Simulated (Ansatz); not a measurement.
## Electronic structure of SiH₄···NH₃···HF in real space

The calculation's input:

```
crystal:
  periodic: [false, false, false]
  atoms:
    - {symbol: Si, position_ang: [-0.585406, -0.866015, -1.809123]}
    - {symbol: H, position_ang: [0.369824, -1.994903, -1.753475]}
    - {symbol: H, position_ang: [-0.986222, -0.649741, -3.228451]}
    - {symbol: H, position_ang: [0.059567, 0.390351, -1.342950]}
    - {symbol: H, position_ang: [-1.807600, -1.137919, -1.017176]}
    - {symbol: H, position_ang: [0.313143, 1.440208, 2.608584]}
    - {symbol: N, position_ang: [0.556721, 1.207116, 1.653565]}
    - {symbol: H, position_ang: [0.365309, -0.358557, 1.307023]}
    - {symbol: F, position_ang: [0.237303, -1.282729, 1.047292]}
    - {symbol: H, position_ang: [-0.036064, 1.752014, 1.038542]}
    - {symbol: H, position_ang: [1.513424, 1.500276, 1.496069]}
basis:
  gaussian: {orbitals: def2-TZVPP}
hamiltonian: {xc: pbe0, dispersion: d4}
output: {orbitals: {seedname: orbitals}}
```

Run with:

```sh
ansatz run in.yaml --threads 4 --pin off --events-out ev --progress --plain --max-ram 9574MiB
```

The reactant side of a reaction path; geometry: PBE0-D4/def2-TZVP.

Computed with RKS PBE0-D4/def2-TZVPP in Ansatz 0.2.0.

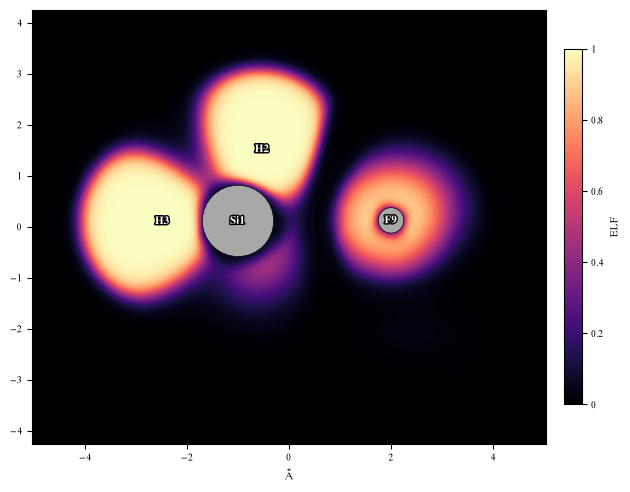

Figure 1. ELF on the plane of atoms H2, Si1 and H3. Grey discs cover the atomic cores.

### Interpret the plot.

- The section cuts through Si, H and F sites.
- Si–H (1.48 Å): the ELF climbs to about 1 towards the hydrogen, as it does in any bond to H.
- The ELF also peaks beside F9, away from the bonds: lone-pair regions.

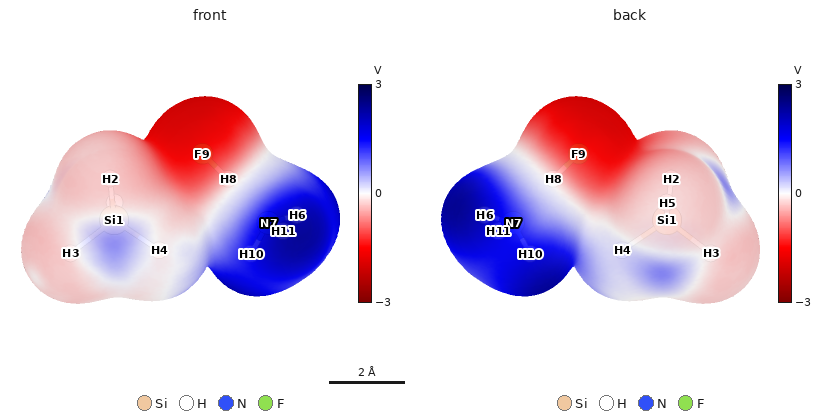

Figure 2. The electrostatic potential painted on the density surface at 0.002 e/bohr³, seen from the front and from behind; the colour scale runs from red (negative) to blue (positive).

### Which sites attract a positive test charge, and which a negative one?

A positive charge is drawn to the negative regions and a negative charge to the positive ones. The most negative region (about −1.9 V) lies over F9, the most positive (about +2.4 V) over H6 and H11.

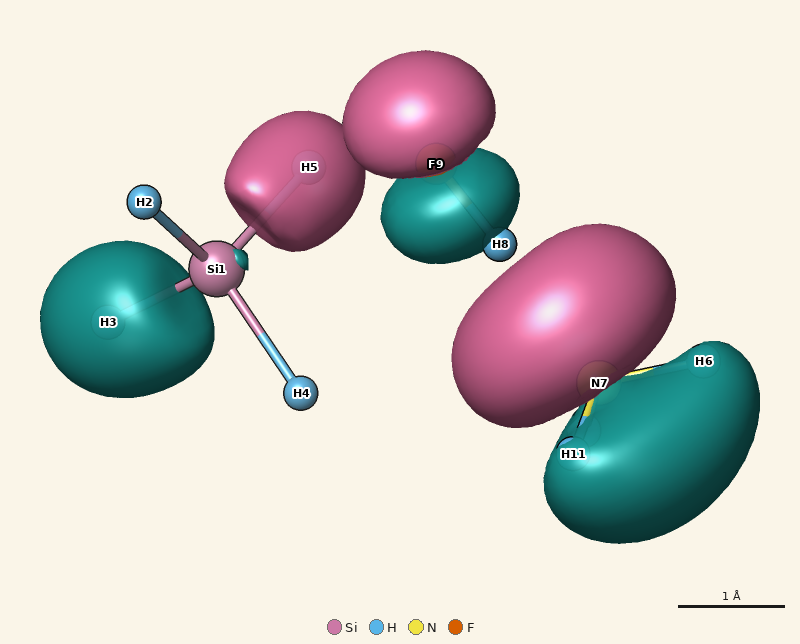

Figure 3. The HOMO−1 at ±0.1 Å⁻³ᐟ² (teal and pink are the two phases), seen at a tilt.

### Describe this orbital and give its energy.

It lies mainly on N7 (about 50 %) and F9 (about 15 %). Its energy is −9.28 eV.
